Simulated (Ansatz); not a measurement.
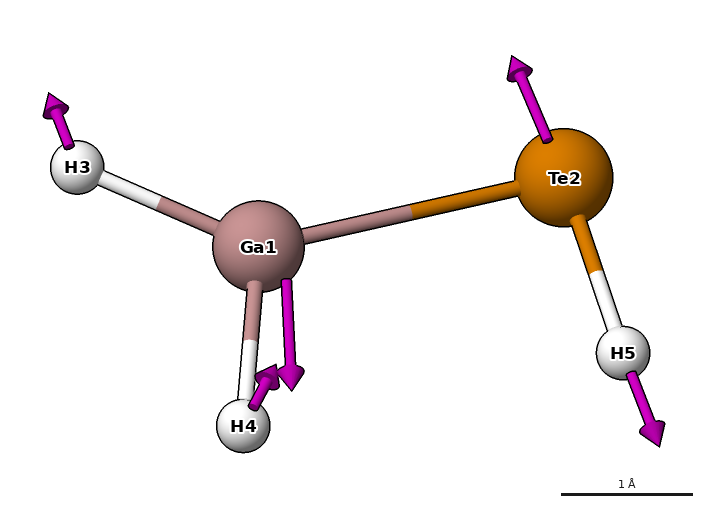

Arrows show the forces on the atoms, 0.6 Å of arrow for 1 eV/Å; forces under a tenth of the largest aren't drawn. Level of theory: ωB97M-V/def2-TZVPP (Ansatz 0.2.0).

> On which atom is the force largest, and how large is it?

On Ga1: 1.67 eV/Å.

List the force components in the frame of the picture (x right, y up, z towards the viewer), in eV/Å.

| atom | Fx | Fy | Fz |
| --- | --- | --- | --- |
| Ga1 | 0.07 | −1.42 | 0.88 |
| Te2 | −0.47 | 1.10 | −0.59 |
| H3 | −0.27 | 0.70 | −0.39 |
| H4 | 0.30 | 0.56 | −0.41 |
| H5 | 0.37 | −0.95 | 0.51 |
